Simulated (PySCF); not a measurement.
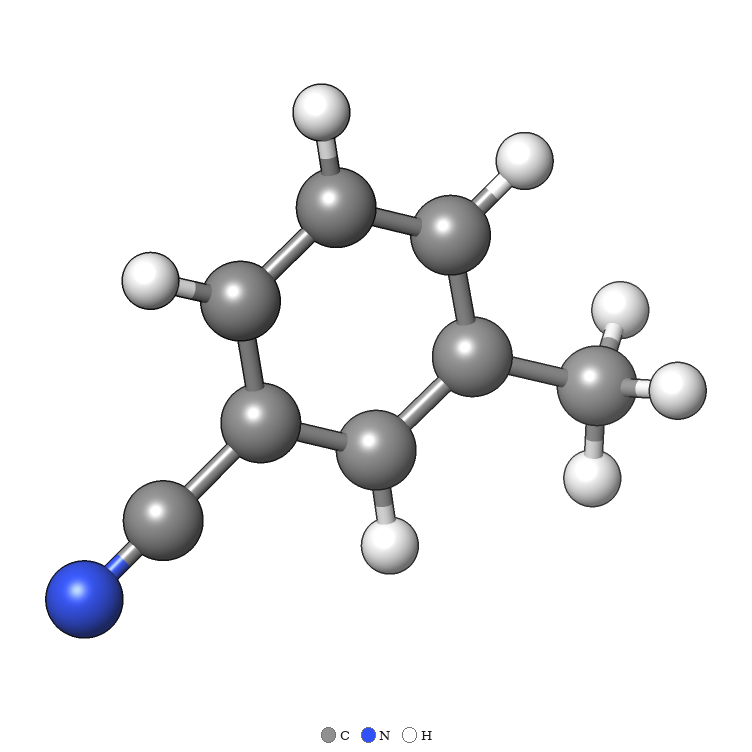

Question: Count the atoms of each element.

Answer: C₈H₇N, 16 atoms: 8 carbon, 7 hydrogen and 1 nitrogen.

Question: How many bonds of each kind are drawn?

Answer: 8 C–C, 7 C–H, 1 C–N.

The parts below concern this one geometry. Atoms keep their numbers from picture to picture. The computed structure is the end point of a PBE0-D3(BJ)/def2-TZVP optimisation. No frequency run is at hand to confirm it as a minimum.

## Levels of theory compared

No frequency run is at hand to confirm it as a minimum. Program: PySCF 2.14.0.

At this fixed geometry, give HOMO–LUMO gap (eV), dipole (D) at these levels: B97-2/pcSseg-2; KT3/pcSseg-2; PBE0/pcSseg-2; WP04/pcSseg-2 in chloroform (IEF-PCM); ωB97X-D/pcSseg-2; ωB97X-D/pcSseg-2 in chloroform (IEF-PCM).

```
                                   level  HOMO–LUMO gap (eV)  dipole (D)
                          B97-2/pcSseg-2                5.80        5.05
                            KT3/pcSseg-2                4.29        4.94
                           PBE0/pcSseg-2                6.07        5.07
   WP04/pcSseg-2 in chloroform (IEF-PCM)                5.07        6.28
                        ωB97X-D/pcSseg-2                9.49        5.06
ωB97X-D/pcSseg-2 in chloroform (IEF-PCM)                9.42        6.21
```

## Bond orders

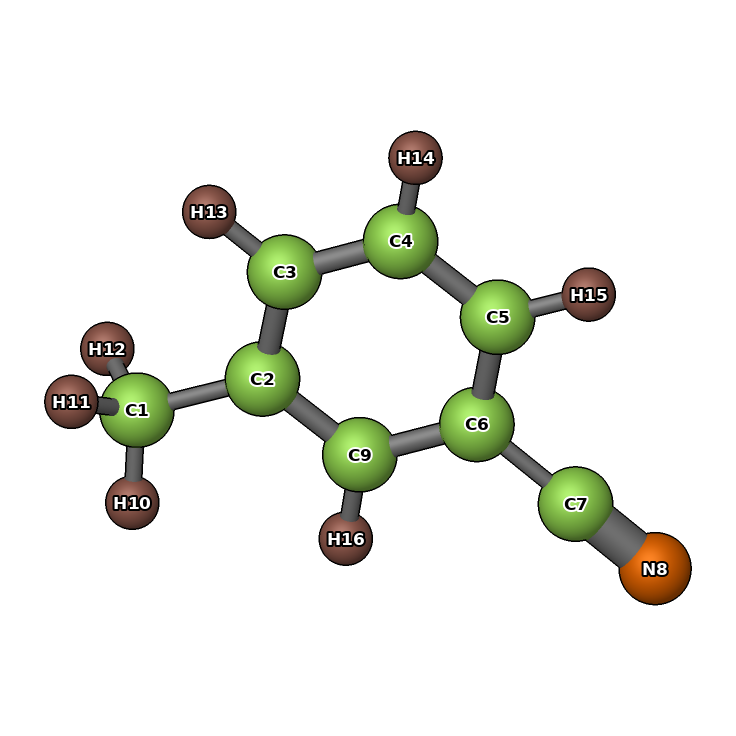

The thickness of each stick grows with its Mayer bond order. No frequency run is at hand to confirm it as a minimum. Method: PBE0/pcSseg-2 (PySCF 2.14.0).

Question: Which bond between heavy atoms has the highest Mayer bond order?

Answer: C7–N8, 2.94, at a length of 1.152 Å.

List the Mayer bond orders of C1–C2, C2–C3, C2–C9, C3–C4, C4–C5, C5–C6, C6–C7, C6–C9, C7–N8 (bonds between heavy atoms, one of each equivalent set).

| bond | Mayer order | length (Å) |
| --- | --- | --- |
| C1–C2 | 1.01 | 1.498 |
| C2–C3 | 1.39 | 1.394 |
| C2–C9 | 1.36 | 1.387 |
| C3–C4 | 1.44 | 1.385 |
| C4–C5 | 1.42 | 1.384 |
| C5–C6 | 1.38 | 1.393 |
| C6–C7 | 0.93 | 1.427 |
| C6–C9 | 1.36 | 1.395 |
| C7–N8 | 2.94 | 1.152 |

## NMR shielding

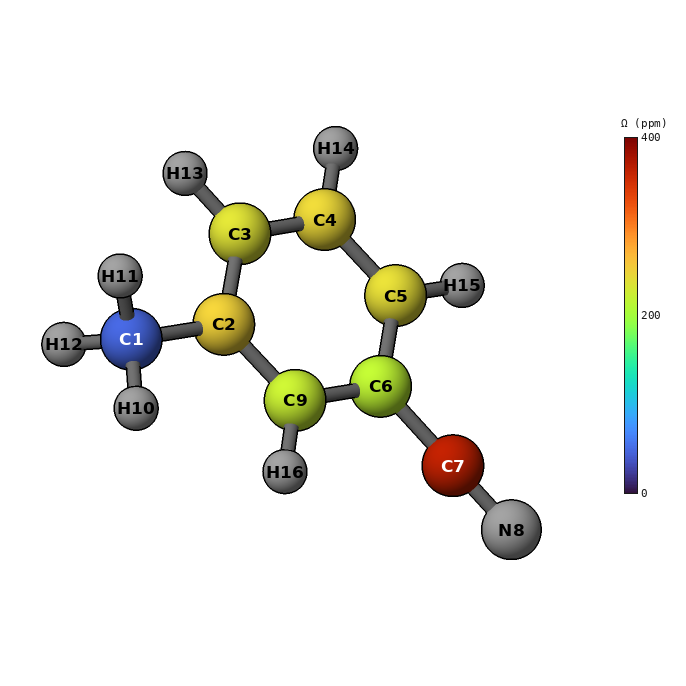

The C atoms are coloured by the span of their shielding tensor. No frequency run is at hand to confirm it as a minimum. Method: GIAO ωB97X-D/pcSseg-2 NMR shielding, non-relativistic, gas phase (PySCF 2.14.0). Principal shieldings σ11 ≤ σ22 ≤ σ33, span Ω = σ33 − σ11, skew κ = 3(σiso − σ22)/Ω.

Question: Which C atom has the most anisotropic shielding?

Answer: C7, with a span of 363 ppm.

Give the shielding tensors of the C atoms.

```json
{"atom": "C1", "σ11": "141.2", "σ22": "158.1", "σ33": "189.1", "σiso": "162.8", "Ω": "47.9", "κ": "0.29"}
{"atom": "C2", "σ11": "−73.9", "σ22": "0.3", "σ33": "176.5", "σiso": "34.3", "Ω": "250.4", "κ": "0.41"}
{"atom": "C3", "σ11": "−69.6", "σ22": "28.6", "σ33": "166.9", "σiso": "42.0", "Ω": "236.5", "κ": "0.17"}
{"atom": "C4", "σ11": "−68.9", "σ22": "31.7", "σ33": "177.1", "σiso": "46.6", "Ω": "246.0", "κ": "0.18"}
{"atom": "C5", "σ11": "−67.9", "σ22": "26.6", "σ33": "173.8", "σiso": "44.2", "Ω": "241.8", "κ": "0.22"}
{"atom": "C6", "σ11": "−50.0", "σ22": "66.2", "σ33": "166.6", "σiso": "60.9", "Ω": "216.5", "κ": "−0.07"}
{"atom": "C7", "σ11": "−68.5", "σ22": "−52.0", "σ33": "294.9", "σiso": "58.1", "Ω": "363.3", "κ": "0.91"}
{"atom": "C9", "σ11": "−67.1", "σ22": "33.5", "σ33": "155.9", "σiso": "40.8", "Ω": "223.0", "κ": "0.10"}
```

Shieldings and span in ppm.

## Ring current

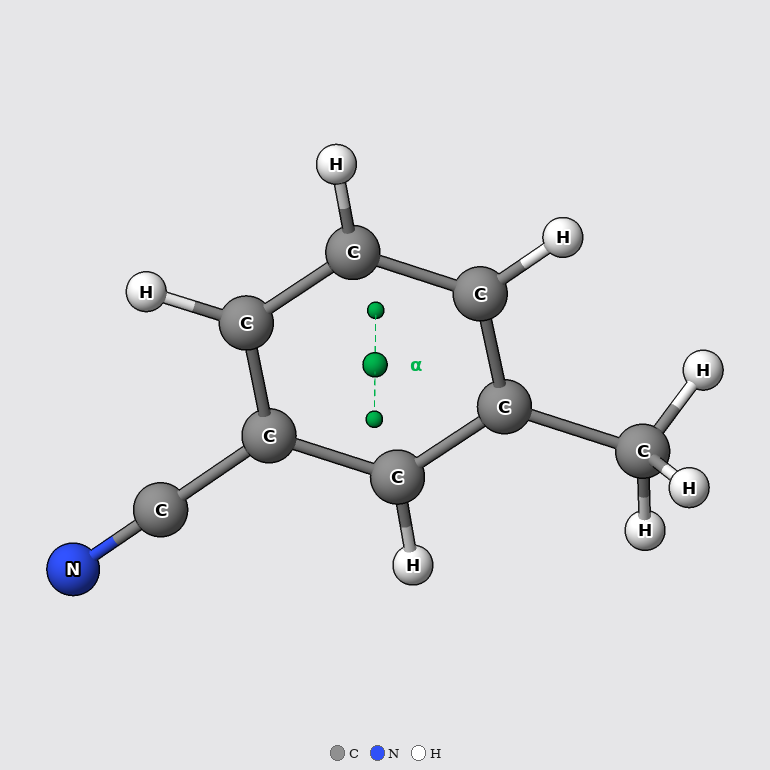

The small points mark where nucleus-independent chemical shifts (NICS) were computed: at the centre of each lettered ring and 1 Å above and below it. No frequency run is at hand to confirm it as a minimum. Properties computed with GIAO ωB97X-D/pcSseg-2 NMR shielding, non-relativistic, IEF-PCM chloroform (PySCF 2.14.0).

Give NICS(0), NICS(1) and the out-of-plane component NICS(1)zz for each ring (means of the two sides).

| ring | members | NICS(0) | NICS(1) | NICS(1)zz |
| --- | --- | --- | --- | --- |
| α | C6 | −8.4 | −9.9 | −27.7 |

Values in ppm.

Question: What do the values say about the ring currents?

Answer: Ring α: diatropic, as in an aromatic ring. NICS is one index among several.
